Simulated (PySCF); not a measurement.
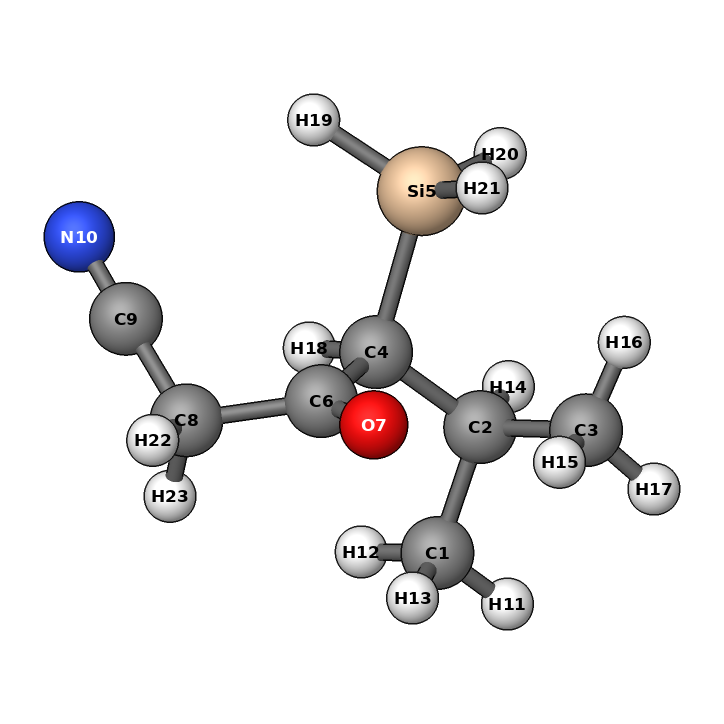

Every bond is drawn as one stick. The geometry was computed by an optimisation with GFN2-xTB. No frequency run is at hand to confirm it as a minimum. Level of theory: PBE0/pcSseg-1 (PySCF 2.14.0).

List the Mayer bond orders of C1–C2, C2–C3, C2–C4, C4–Si5, C4–C6, C6–O7, C6–C8, C8–C9, C9–N10 (bonds between heavy atoms, one of each equivalent set).

```csv
bond,Mayer order,length (Å)
C1–C2,1.03,1.530
C2–C3,1.02,1.524
C2–C4,1.02,1.542
C4–Si5,0.80,1.932
C4–C6,0.93,1.483
C6–O7,1.99,1.207
C6–C8,0.96,1.540
C8–C9,1.01,1.434
C9–N10,3.01,1.144
```

The geometry is semi-empirical. Around Si such bond lengths and angles can be off by a tenth of an ångström or more and by several degrees, and values that hang on the shape move with them.
